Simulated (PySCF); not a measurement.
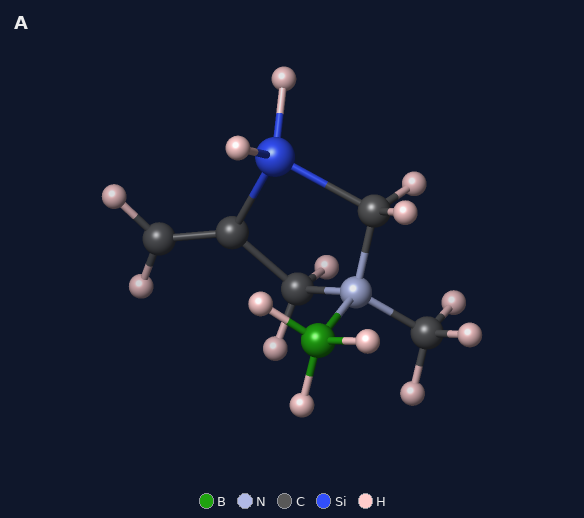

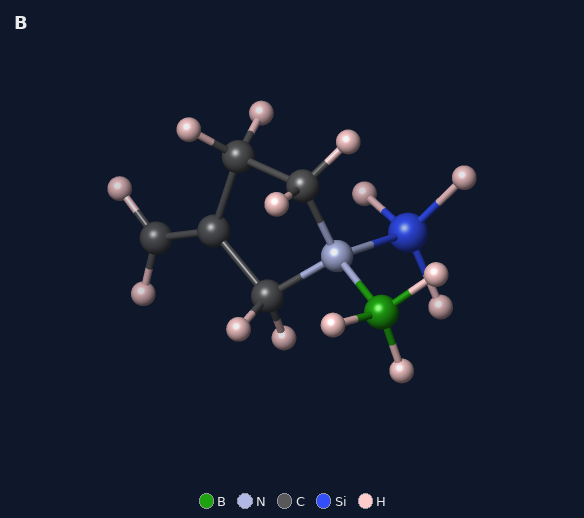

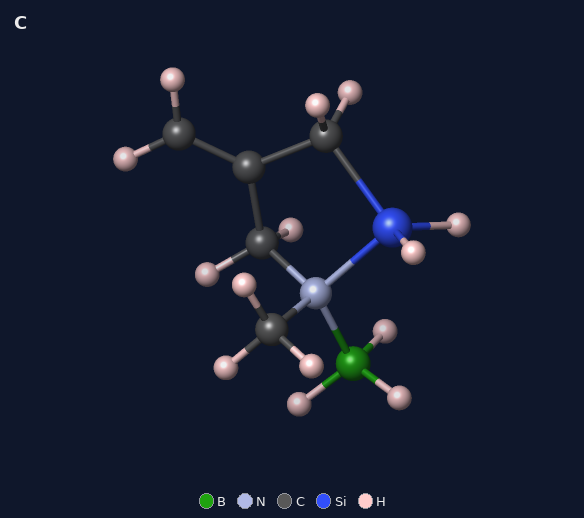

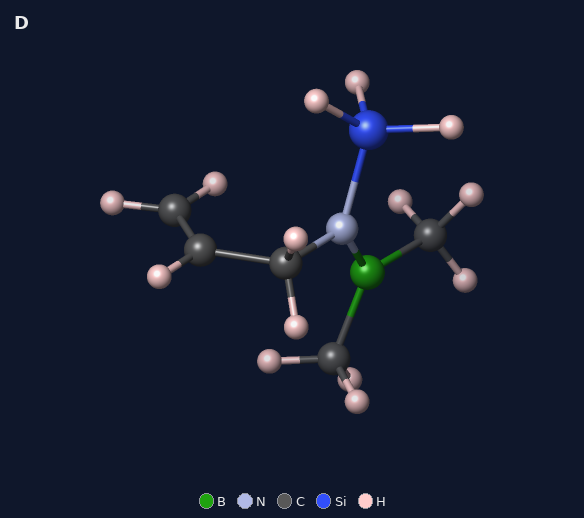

4 stationary structures of one formula. Geometries: GFN2-xTB. Electronic energies: PBE0/pcSseg-1 (PySCF 2.14.0), without zero-point energy. No frequency run is at hand to confirm each as a minimum. Each is one conformer, not always the lowest.

### How are they related?

They are constitutional isomers of C5H14BNSi: A `[BH3-][N@+]1(C)C[SiH2]C(=C)C1`, B `[BH3-][N@+]1([SiH3])CCC(=C)C1`, C `[BH3-][N@+]1(C)CC(=C)C[SiH2]1`, D `C=CCN([SiH3])B(C)C`.

### Which structure is the most stable?

D is lowest; C lies 146.5 kJ/mol above it, B lies 174.3 kJ/mol above it, A lies 196.8 kJ/mol above it.

The geometry is semi-empirical. Around B, Si such bond lengths and angles can be off by a tenth of an ångström or more and by several degrees, and values that hang on the shape move with them.
